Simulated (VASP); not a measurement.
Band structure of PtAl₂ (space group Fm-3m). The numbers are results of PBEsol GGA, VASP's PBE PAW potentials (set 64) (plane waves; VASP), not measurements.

Unless said otherwise, spin-orbit coupling is left out, though it shifts the bands of the heavy elements here.

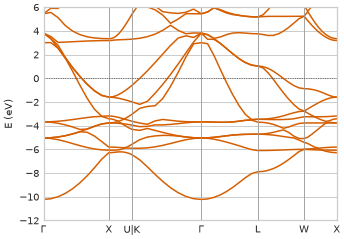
Bands along high-symmetry lines, zero at the valence-band maximum or, without a gap, the Fermi level

Q: Read the plot: is there a gap, and where are the band edges?

A: It has no gap at this level: it comes out as a metal or semimetal.

The structure is a typed PtAl2 crystal (Fm-3m). The cell was not relaxed at this level.
